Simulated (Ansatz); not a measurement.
Refining one setting for ZnS (F-43m, 2 atoms in the cell)

```yaml
crystal:
  lattice:
    - [0.00000, 2.67995, 2.67995]
    - [2.67995, 0.00000, 2.67995]
    - [2.67995, 2.67995, 0.00000]
  atoms:
    - { symbol: Zn, position: [0.00000, 0.00000, 0.00000] }
    - { symbol: S, position: [0.25000, 0.25000, 0.25000] }
```

Method of the run: HSE06, default PAW files made with PBE (plane waves; Ansatz, a program for electronic structure).

The starting cell comes from a database of computed structures (which also holds hypothetical and non-ambient phases and stackings), without a prior relaxation at this level. Its lattice was rescaled by a random factor within 2.5 % of one. Ansatz's pressure includes its estimate of the finite-basis (Pulay) stress.

Held fixed: basis.ecutwfc = 30.9 Ry; hamiltonian.xc = hse06; hamiltonian.pseudopotentials = {kind: paw} (the program's default PAW files); scf.occupations.method = fixed.

ΔF is the free energy per atom less that of the last row (7 7 7).

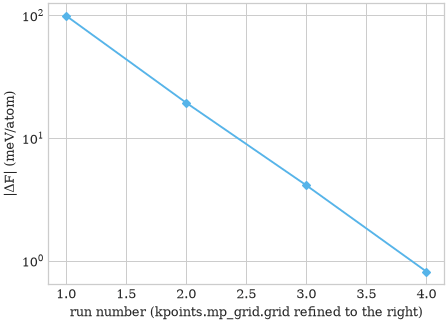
Fig. 1. Size of the energy error against the last run of the series; values under 0.01 meV/atom are drawn at 0.01.

| kpoints.mp_grid.grid | ΔF (meV/atom) | pressure (GPa) | gap on the mesh (eV) | k-points | iterations |
|---|---|---|---|---|---|
| 3 3 3 | 99.5 | 4.29 | 3.507 | 4 | 14 |
| 4 4 4 | 19.4 | 3.26 | 3.470 | 8 | 14 |
| 5 5 5 | 4.1 | 3.02 | 3.458 | 10 | 12 |
| 6 6 6 | 0.82 | 2.97 | 3.453 | 16 | 12 |
| 7 7 7 | 0.00 | 2.95 | 3.452 | 20 | 12 |

Gap on the mesh within 0.05 eV of the last row: from kpoints.mp_grid.grid = 4 4 4 on; the one before it is off by 0.055 eV.

Energy within 5 meV/atom of the last row: from kpoints.mp_grid.grid = 5 5 5 on; the one before it is off by 19 meV/atom.

The gap is read on the k-point mesh of the run and can differ from the gap over the whole zone at this level.

Keys are those of Ansatz 0.2.
